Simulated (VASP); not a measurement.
# Driving VASP from ASE on TiSb2, part 2 of 4

Do ASE scripts that read TiSb2 from different structure formats give one answer, and do several routes find one equilibrium volume? All runs use PBEsol. Left out of this account: 1 further run (self-consistent run: a reference on another mesh). The start is a cell from a database of measured crystal structures.

VASP 6.6.1; PBEsol; plane waves and PAW (Ti_sv, Sb).

So far. Step 2 (Total energy, forces and stress (PBEsol, through ASE)): The pressure is -2.26 GPa and the largest force 0.188 eV/Å, so the cell is not at a minimum at these settings.

### 3. Total energy, forces and stress (PBEsol, through ASE), try 2

System of this step: TiSb2. It takes space group I4/mcm (No. 140, tetragonal). Conventional cell: a = 6.660 Å, b = 6.660 Å, c = 5.818 Å, α = 90.00°, β = 90.00°, γ = 90.00°. Nearest to Ti lie 2 Ti at 2.91 Å and 8 Sb at 2.92 Å. Nearest to Sb lie 1 Sb at 2.85 Å and 4 Ti at 2.92 Å. Farther neighbours are not listed.

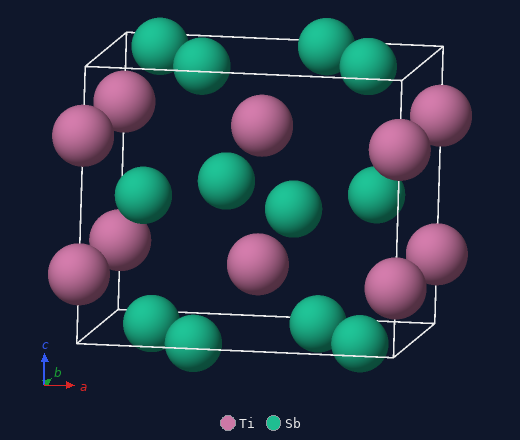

The cell of this step (titanium pink, antimony teal). Some periodic images of atoms are drawn too.

The single point through ASE, with the structure read from a CIF with its space group. The file expands to the conventional cell of 12 atoms, on a 4×4×4 mesh.

run.py reads:

```python
import numpy as np
from ase.calculators.vasp import Vasp
from ase.io import read
from ase.dft.bandgap import bandgap

atoms = read('TiSb2.cif')

calc = Vasp(
    xc='pbesol',
    pp='PBE',
    prec='Accurate',
    encut=400,
    ediff=1e-06,
    nelm=100,
    ismear=-1,
    sigma=0.05,
    lreal=False,
    algo='Normal',
    nbands=56,
    lasph=True,
    lorbit=11,
    lwave=False,
    lcharg=False,
    kpar=4,
    isif=2,
    pp_version='64',
    setups={'Ti': '_sv', 'Sb': ''},
    kpts=(4, 4, 4),
    gamma=True,
    txt='vasp.out',
)
atoms.calc = calc

print("energy (eV):", round(atoms.get_potential_energy(), 6))
print("Fermi level (eV):", round(calc.get_fermi_level(), 4))
print("forces (eV/A):")
print(np.round(atoms.get_forces(), 4))
print("stress (GPa, Voigt, tension positive):", np.round(atoms.get_stress() * 160.21766, 3))
gap, p1, p2 = bandgap(calc, direct=False)
print("gap on the mesh (eV):", round(gap, 4))
```

TiSb2.cif reads:

```cif
data_TiSb2
_cell_length_a 6.66000000
_cell_length_b 6.66000000
_cell_length_c 5.81800000
_cell_angle_alpha 90.00000000
_cell_angle_beta 90.00000000
_cell_angle_gamma 90.00000000
_space_group_name_H-M_alt 'I4/mcm'
_space_group_name_Hall '-I 4 2c'
_space_group_IT_number 140
loop_
_space_group_symop_operation_xyz
'x,y,z'
'-x,-y,-z'
'-y,x,z'
'y,-x,-z'
'-x,-y,z'
'x,y,-z'
'y,-x,z'
'-y,x,-z'
'x,-y,-z+1/2'
'-x,y,z+1/2'
'-y,-x,-z+1/2'
'y,x,z+1/2'
'-x,y,-z+1/2'
'x,-y,z+1/2'
'y,x,-z+1/2'
'-y,-x,z+1/2'
'x+1/2,y+1/2,z+1/2'
'-x+1/2,-y+1/2,-z+1/2'
'-y+1/2,x+1/2,z+1/2'
'y+1/2,-x+1/2,-z+1/2'
'-x+1/2,-y+1/2,z+1/2'
'x+1/2,y+1/2,-z+1/2'
'y+1/2,-x+1/2,z+1/2'
'-y+1/2,x+1/2,-z+1/2'
'x+1/2,-y+1/2,-z'
'-x+1/2,y+1/2,z'
'-y+1/2,-x+1/2,-z'
'y+1/2,x+1/2,z'
'-x+1/2,y+1/2,-z'
'x+1/2,-y+1/2,z'
'y+1/2,x+1/2,-z'
'-y+1/2,-x+1/2,z'
loop_
_atom_site_label
_atom_site_type_symbol
_atom_site_symmetry_multiplicity
_atom_site_Wyckoff_symbol
_atom_site_fract_x
_atom_site_fract_y
_atom_site_fract_z
_atom_site_occupancy
Ti1 Ti 4 a 0.0000000000 0.0000000000 0.2500000000 1
Sb1 Sb 8 h 0.1515600000 0.6515600000 0.0000000000 1
```

PAW data sets: Ti_sv and Sb (PBE family, release 64).

Launch:

```bash
> export ASE_VASP_COMMAND="mpirun -np 4 vasp_std"
> python run.py
```

Output:

```text
energy (eV): -75.447847
Fermi level (eV): 9.5723
forces (eV/A):
[[-0.     -0.     -0.    ]
 [ 0.     -0.     -0.    ]
 [ 0.     -0.     -0.    ]
 [-0.     -0.     -0.    ]
 [ 0.1213  0.1213  0.    ]
 [-0.1213 -0.1213  0.    ]
 [-0.1213  0.1213 -0.    ]
 [ 0.1213 -0.1213  0.    ]
 [ 0.1213 -0.1213 -0.    ]
 [-0.1213  0.1213 -0.    ]
 [-0.1213 -0.1213  0.    ]
 [ 0.1213  0.1213 -0.    ]]
stress (GPa, Voigt, tension positive): [ 1.675  1.675  3.505 -0.     0.    -0.   ]
gap on the mesh (eV): 0.0
```

Run time: 82 s. Hardware: 4 MPI ranks of AMD EPYC 7R43, shared host; peak memory 1.3 GiB.

ASE turned this into the INCAR:

```
ENCUT = 400.000000
SIGMA = 0.050000
EDIFF = 1.00e-06
ALGO = Normal
GGA = PS
PREC = Accurate
ISIF = 2
ISMEAR = -1
KPAR = 4
LORBIT = 11
NBANDS = 56
NELM = 100
LASPH = .TRUE.
LCHARG = .FALSE.
LWAVE = .FALSE.
LREAL = .FALSE.
```

ASE turned this into the KPOINTS:

```
KPOINTS created by Atomic Simulation Environment
0
Gamma
4 4 4
0 0 0
```

VASP's own log, vasp.out:

```text
[banner, memory and clock lines left out]
running    4 mpi-ranks, on    1 nodes
 distrk:  each k-point on    1 cores,    4 groups
 distr:  one band on    1 cores,    1 groups

 POSCAR found type information on POSCAR TiSb
 POSCAR found :  2 types and      12 ions
 [... a notice as in an earlier step ...]

 LDA part: xc-table for (Slater+PW92), standard interpolation
 POSCAR, INCAR and KPOINTS ok, starting setup
 FFT: planning ... GRIDC
 FFT: planning ... GRID_SOFT
 FFT: planning ... GRID
 WAVECAR not read
 entering main loop
       N       E                     dE             d eps       ncg     rms          rms(c)
DAV:   1     0.843204276479E+03    0.84320E+03   -0.32906E+04  2040   0.126E+03
DAV:   2     0.356717223229E+02   -0.80753E+03   -0.78414E+03  2152   0.402E+02
DAV:   3    -0.685604878144E+02   -0.10423E+03   -0.10231E+03  3032   0.132E+02
DAV:   4    -0.801982353232E+02   -0.11638E+02   -0.11563E+02  3112   0.371E+01
DAV:   5    -0.809954811849E+02   -0.79725E+00   -0.79662E+00  2928   0.880E+00    0.205E+01
DAV:   6    -0.785616663424E+02    0.24338E+01   -0.79875E+01  2960   0.383E+01    0.124E+01
DAV:   7    -0.757824221781E+02    0.27792E+01   -0.33005E+01  2720   0.239E+01    0.722E+00
DAV:   8    -0.754476529688E+02    0.33477E+00   -0.25145E+00  2576   0.771E+00    0.109E+00
DAV:   9    -0.754584879201E+02   -0.10835E-01   -0.15481E-01  2928   0.154E+00    0.911E-01
DAV:  10    -0.754574353999E+02    0.10525E-02   -0.33332E-02  2992   0.110E+00    0.186E-01
DAV:  11    -0.754569347263E+02    0.50067E-03   -0.40697E-03  2680   0.356E-01    0.664E-02
DAV:  12    -0.754569244402E+02    0.10286E-04   -0.17237E-04  2960   0.525E-02    0.132E-02
DAV:  13    -0.754569221051E+02    0.23352E-05   -0.11914E-05  2608   0.120E-02    0.431E-03
DAV:  14    -0.754569220180E+02    0.87078E-07   -0.22377E-06  1912   0.829E-03
   1 F= -.75456922E+02 E0= -.75447847E+02  d E =-.181491E-01
```

Parts of OUTCAR (step 3):

```text
  LATTYP: Found a simple tetragonal cell.
 ALAT       =     6.6600000000
 C/A-ratio  =     0.8735735736

 Found     18 irreducible k-points:

   k-points           NKPTS =     18   k-points in BZ     NKDIM =     18   number of bands    NBANDS=     56

   dimension x,y,z NGX =    48 NGY =   48 NGZ =   40
   dimension x,y,z NGXF=    96 NGYF=   96 NGZF=   80

   ENCUT  =  400.0 eV  29.40 Ry    5.42 a.u.  10.86 10.86  9.49*2*pi/ulx,y,z

   NELECT =      88.0000    total number of electrons

 E-fermi :   9.5723

 k-point     1 :       0.0000    0.0000    0.0000
  band No.  band energies     occupation
    ...
     39       7.9699      2.00000
     40       8.7209      2.00000
     41       8.7723      2.00000
     42       9.0746      1.99990
     43       9.1476      1.99959
     44       9.9574      0.00090
     45      10.1223      0.00003
     46      10.1223      0.00003
     47      10.2090      0.00001
     48      10.3447      0.00000
    ...

 k-point     2 :       0.2500    0.0000    0.0000
  band No.  band energies     occupation
    ...
     40       8.2553      2.00000
     41       8.6537      2.00000
     42       8.8478      2.00000
     43       9.0126      1.99997
     44       9.0952      1.99986
     45      10.1095      0.00004
     46      10.3536      0.00000
     47      10.4877      0.00000
     48      10.5009      0.00000
     49      10.6712      0.00000
    ...

  Total       -2.6984774     -2.6984774     -5.6453873      0.0000000      0.0000000     -0.0000000
  in kB      -16.7535632    -16.7535632    -35.0495258      0.0000000      0.0000000     -0.0000000
  external PRESSURE =     -22.8522174 kB  Pullay stress =       0.0000000 kB

  energy-cutoff  :      400.00
  volume of cell :      258.06
      direct lattice vectors                 reciprocal lattice vectors
     6.660000000  0.000000000  0.000000000     0.150150150  0.000000000  0.000000000
     0.000000000  6.660000000  0.000000000     0.000000000  0.150150150  0.000000000
     0.000000000  0.000000000  5.818000000     0.000000000  0.000000000  0.171880371

 POSITION                                       TOTAL-FORCE (eV/Angst)
 -----------------------------------------------------------------------------------
      0.00000      0.00000      1.45450        -0.000000     -0.000000     -0.000000
      0.00000      0.00000      4.36350         0.000000     -0.000000     -0.000000
      3.33000      3.33000      4.36350         0.000000     -0.000000     -0.000000
      3.33000      3.33000      1.45450        -0.000000     -0.000000     -0.000000
      1.00939      4.33939      0.00000         0.121259      0.121259      0.000000
      5.65061      2.32061      0.00000        -0.121259     -0.121259      0.000000
      2.32061      1.00939      0.00000        -0.121259      0.121259     -0.000000
      4.33939      5.65061      0.00000         0.121259     -0.121259      0.000000
      1.00939      2.32061      2.90900         0.121259     -0.121259     -0.000000
      5.65061      4.33939      2.90900        -0.121259      0.121259     -0.000000
      2.32061      5.65061      2.90900        -0.121259     -0.121259      0.000000
      4.33939      1.00939      2.90900         0.121259      0.121259     -0.000000
 -----------------------------------------------------------------------------------
    total drift:                               -0.000000     -0.000000     -0.000000

  FREE ENERGIE OF THE ION-ELECTRON SYSTEM (eV)
  ---------------------------------------------------
  free  energy   TOTEN  =       -75.4569220180 eV

  energy  without entropy=      -75.4387729452  energy(sigma->0) =      -75.44784748

 total charge
# of ion       s       p       d       tot
------------------------------------------
    1        2.156   6.098   1.995  10.250
    2        2.156   6.098   1.995  10.250
    3        2.156   6.098   1.995  10.250
    4        2.156   6.098   1.995  10.250
    5        1.155   1.252   0.046   2.453
    6        1.155   1.252   0.046   2.453
    7        1.155   1.252   0.046   2.453
    8        1.155   1.252   0.046   2.453
    9        1.155   1.252   0.046   2.453
   10        1.155   1.252   0.046   2.453
   11        1.155   1.252   0.046   2.453
   12        1.155   1.252   0.046   2.453
--------------------------------------------------
tot         17.865  34.407   8.352  60.624

[... 2 parts as in an earlier step ...]

[... 7 further parts left out ...]
```

The k-mesh is coarse for a metal.

This step gave:

| Item | Value |
| --- | --- |
| electrons | 88 |
| bands | 56 |
| irreducible k-points | 18 |
| free energy (TOTEN) | -75.4569 eV |
| energy at zero smearing | -75.4478 eV |
| Fermi energy | 9.572 eV |
| pressure | -2.285 GPa |

Force by atom:

```tsv
atom	x (eV/Å)	y (eV/Å)	z (eV/Å)	size
Ti1	0.000	0.000	0.000	0.000
Ti2	0.000	0.000	0.000	0.000
Ti3	0.000	0.000	0.000	0.000
Ti4	0.000	0.000	0.000	0.000
Sb5	0.121	0.121	0.000	0.171
Sb6	-0.121	-0.121	0.000	0.171
Sb7	-0.121	0.121	0.000	0.171
Sb8	0.121	-0.121	0.000	0.171
Sb9	0.121	-0.121	0.000	0.171
Sb10	-0.121	0.121	0.000	0.171
Sb11	-0.121	-0.121	0.000	0.171
Sb12	0.121	0.121	0.000	0.171
```

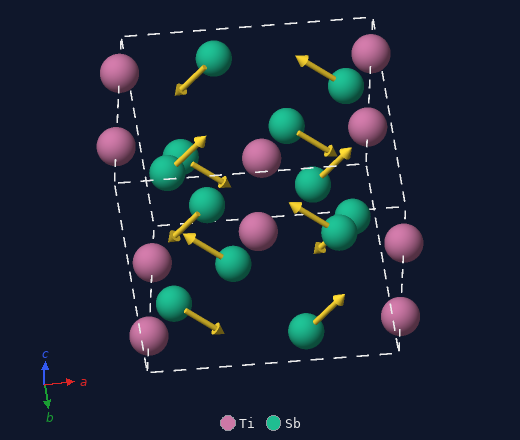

Force as arrows, the longest 0.171 eV/Å. Some periodic images of atoms are drawn too.

The energy lies -3.32 meV an atom from the first script, since this cell and mesh sample the zone at other points.

(Part 2 of 4 ends here.)

[Lines on the potential files, build, host, timing and source positions are cut from VASP's logs without a mark.]

[Logs are printed without paths, hosts, clocks, repeated set-up lines and the standing remarks that a program may print on its own settings, such as how far it seeks lower states.]

[Hosts, paths, dates, database ids (printed as entryN), source tags and the programs' standing remarks are cut or masked in the printed files.]

[A measured line is paired with the nearest computed mode of its activity, which favours agreement.]
